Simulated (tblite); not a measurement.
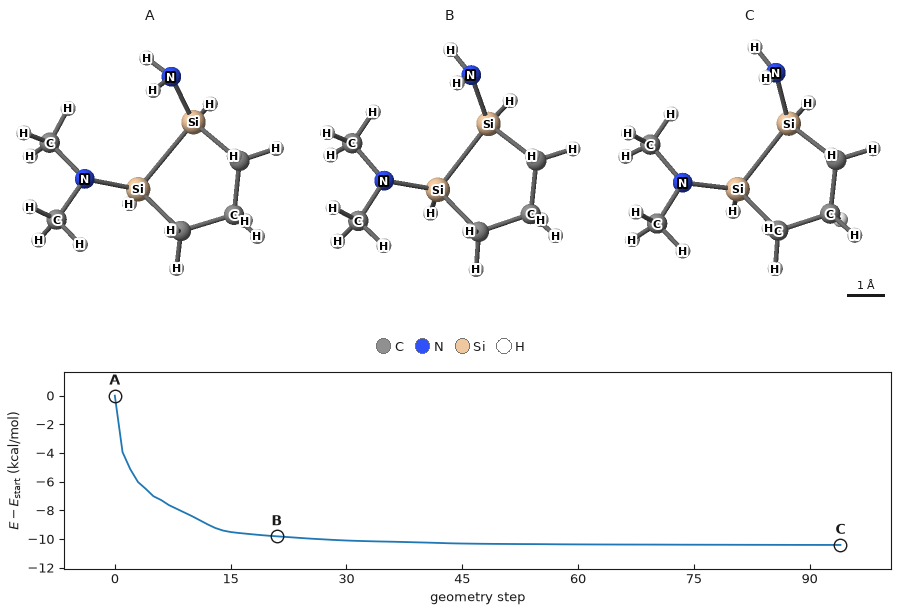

Frames of a relaxation of C$_{5}$H$_{16}$N$_{2}$Si$_{2}$, marked on the history of the run. The picture is a ball-and-stick view, seen face on.

These are results of GFN2-xTB geometry optimisation, gas phase (tblite 0.8.0), not measurements. 

Q: Describe the path.

A: After 94 geometry steps the energy has fallen by 10.4 kcal/mol. The atom that moves furthest after the best rigid fit is an H atom (0.52 Å). Largest moves by element: H 0.52 Å, N 0.17 Å, C 0.14 Å, Si 0.14 Å. Near-neighbour distances that change, for instance: Si–Si 2.412 → 2.311 Å, C–N 1.487 → 1.439 Å, N–Si 1.696 → 1.734 Å, C–H 1.106 → 1.088 Å. Bond angles that change, for instance: Si–Si–N 112.8° → 124.0°, Si–N–H 109.6° → 118.2°, N–Si–H 111.1° → 102.7°. From step 0 to 21: H atoms move most (0.27 Å), energy −9.81 kcal/mol. From step 21 to 94: H atoms move most (0.28 Å), energy −0.60 kcal/mol.

```json
{"step": "0", "E − E(0), kcal/mol": "0.00"}
{"step": "1", "E − E(0), kcal/mol": "-3.94"}
{"step": "2", "E − E(0), kcal/mol": "-5.13"}
{"step": "3", "E − E(0), kcal/mol": "-6.02"}
{"step": "4", "E − E(0), kcal/mol": "-6.50"}
{"step": "5", "E − E(0), kcal/mol": "-7.01"}
{"step": "6", "E − E(0), kcal/mol": "-7.28"}
{"step": "7", "E − E(0), kcal/mol": "-7.63"}
{"step": "8", "E − E(0), kcal/mol": "-7.89"}
{"step": "9", "E − E(0), kcal/mol": "-8.14"}
{"step": "10", "E − E(0), kcal/mol": "-8.40"}
{"step": "14", "E − E(0), kcal/mol": "-9.40"}
{"step": "19", "E − E(0), kcal/mol": "-9.73"}
{"step": "23", "E − E(0), kcal/mol": "-9.88"}
{"step": "28", "E − E(0), kcal/mol": "-10.05"}
{"step": "32", "E − E(0), kcal/mol": "-10.13"}
{"step": "37", "E − E(0), kcal/mol": "-10.20"}
{"step": "41", "E − E(0), kcal/mol": "-10.25"}
{"step": "45", "E − E(0), kcal/mol": "-10.31"}
{"step": "50", "E − E(0), kcal/mol": "-10.34"}
{"step": "54", "E − E(0), kcal/mol": "-10.35"}
{"step": "59", "E − E(0), kcal/mol": "-10.37"}
{"step": "63", "E − E(0), kcal/mol": "-10.38"}
{"step": "67", "E − E(0), kcal/mol": "-10.38"}
{"step": "72", "E − E(0), kcal/mol": "-10.39"}
{"step": "76", "E − E(0), kcal/mol": "-10.39"}
{"step": "81", "E − E(0), kcal/mol": "-10.40"}
{"step": "85", "E − E(0), kcal/mol": "-10.40"}
{"step": "90", "E − E(0), kcal/mol": "-10.41"}
{"step": "94", "E − E(0), kcal/mol": "-10.41"}
```
